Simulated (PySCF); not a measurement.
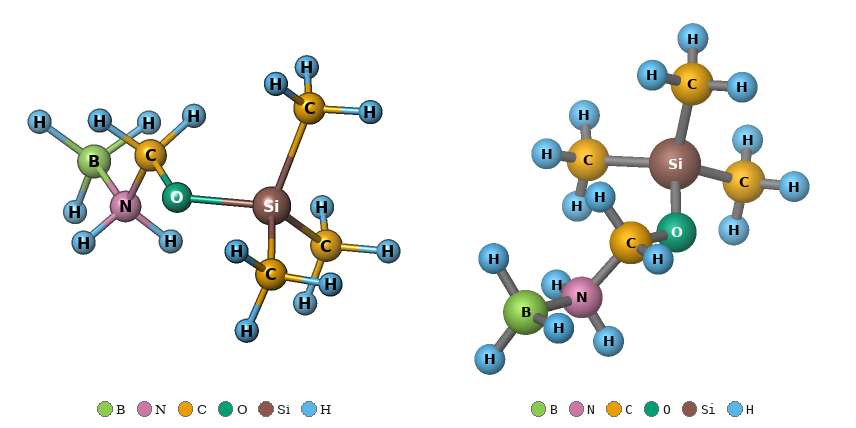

Both panels show the same species.

The computed structure is the end point of a PBE0-D3(BJ)/def2-SVP optimisation. No frequency run is at hand to confirm it as a minimum.

What is the molecular formula?

Answer. C₄H₁₆BNOSi, 24 atoms: 4 carbon, 16 hydrogen, 1 boron, 1 nitrogen, 1 oxygen and 1 silicon.

What is its SMILES?

Answer. [BH3-][NH2+]CO[Si](C)(C)C

Describe its rings.

Answer. It has no ring.

Which point group does it belong to?

Answer. C1.

Count the bonded pairs by element.

Answer. 11 C–H, 3 C–Si, 3 B–H, 2 N–H, 1 B–N, 1 C–N, 1 C–O, 1 O–Si.

The parts below concern this one geometry. Atoms keep their numbers from picture to picture.

### Levels of theory compared

No frequency run is at hand to confirm it as a minimum. Program: PySCF 2.14.0.

Tabulate HOMO energy (eV), HOMO–LUMO gap (eV), dipole (D) at these levels: CAM-B3LYP/pcSseg-1; PBE0/def2-SVPD; PBE0/pcSseg-1; PBE0/pcSseg-1 in acetone (IEF-PCM); PBE0/pcSseg-1 in dimethylsulfoxide (IEF-PCM).

```json
{"level": "CAM-B3LYP/pcSseg-1", "HOMO energy (eV)": "−9.13", "HOMO–LUMO gap (eV)": "10.40", "dipole (D)": "6.10"}
{"level": "PBE0/def2-SVPD", "HOMO energy (eV)": "−7.64", "HOMO–LUMO gap (eV)": "7.59", "dipole (D)": "6.01"}
{"level": "PBE0/pcSseg-1", "HOMO energy (eV)": "−7.65", "HOMO–LUMO gap (eV)": "8.09", "dipole (D)": "6.13"}
{"level": "PBE0/pcSseg-1 in acetone (IEF-PCM)", "HOMO energy (eV)": "−8.01", "HOMO–LUMO gap (eV)": "9.03", "dipole (D)": "6.94"}
{"level": "PBE0/pcSseg-1 in dimethylsulfoxide (IEF-PCM)", "HOMO energy (eV)": "−8.00", "HOMO–LUMO gap (eV)": "9.05", "dipole (D)": "6.97"}
```

### Excitation

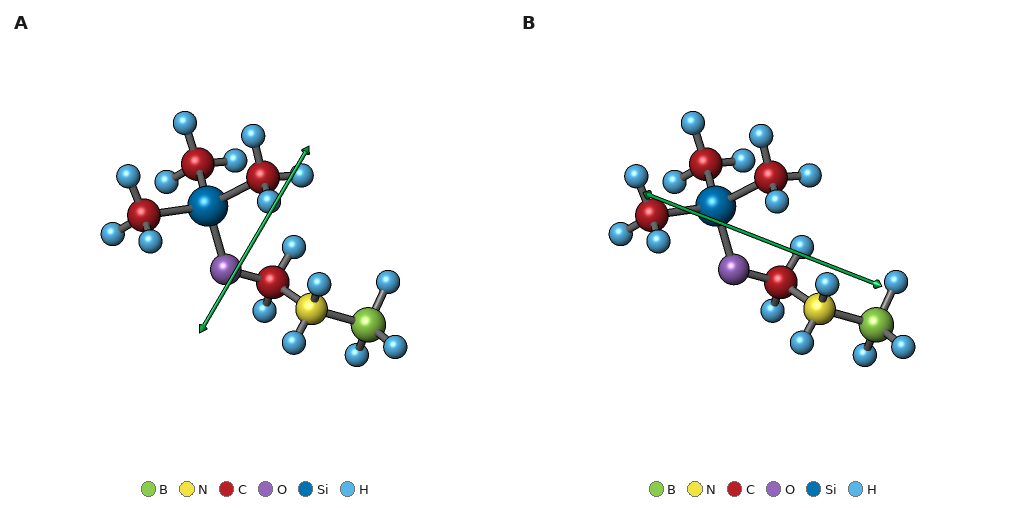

The double arrows show the directions of two transition dipoles from the ground state (lengths mean nothing). No frequency run is at hand to confirm it as a minimum. Method: TDDFT PBE0/def2-SVPD, vertical, gas phase, core orbitals frozen in the response (PySCF 2.14.0).

One belongs to singlet state 3 and one to singlet state 9. Which is which?

Answer. A: state 9, 7.80 eV (159 nm), oscillator strength 0.041, mainly HOMO−3 → LUMO (weight 0.74).
B: state 3, 7.37 eV (168 nm), oscillator strength 0.042, mainly HOMO−2 → LUMO (weight 0.59).

### NMR shielding

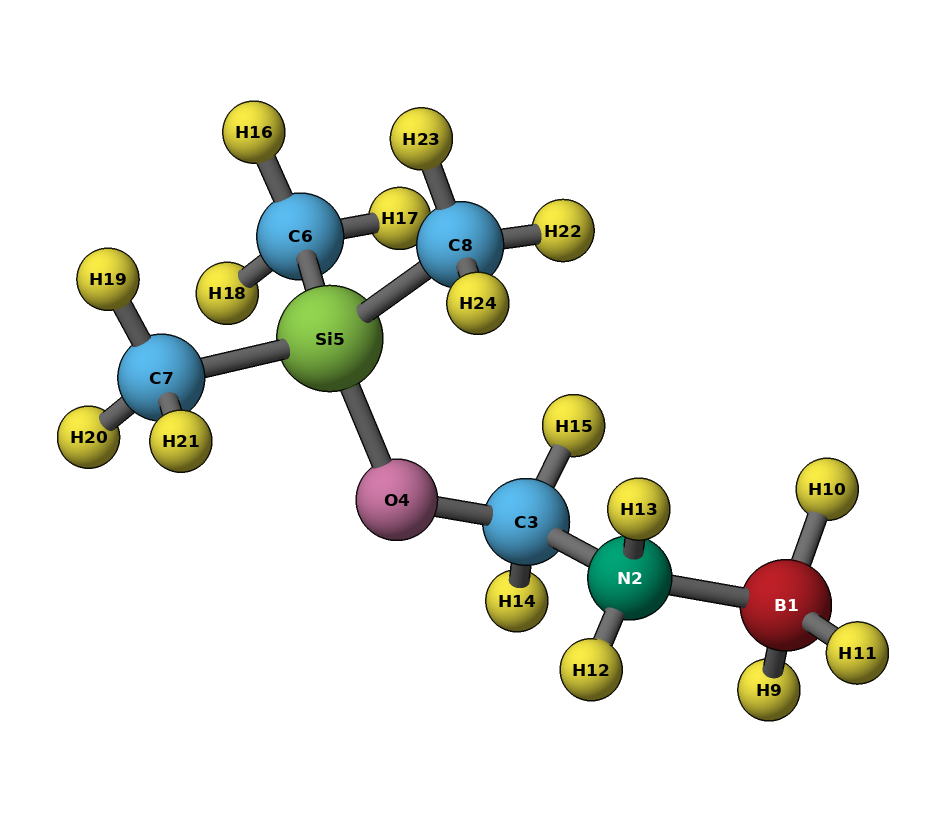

No frequency run is at hand to confirm it as a minimum. Properties computed with GIAO CAM-B3LYP/pcSseg-1 NMR shielding, non-relativistic, gas phase (PySCF 2.14.0). Principal shieldings σ11 ≤ σ22 ≤ σ33, span Ω = σ33 − σ11, skew κ = 3(σiso − σ22)/Ω.

Give the shielding tensors of the N atoms.

```csv
atom,σ11,σ22,σ33,σiso,Ω,κ
N2,150.6,186.0,209.7,182.1,59.1,−0.20
```

Shieldings and span in ppm.
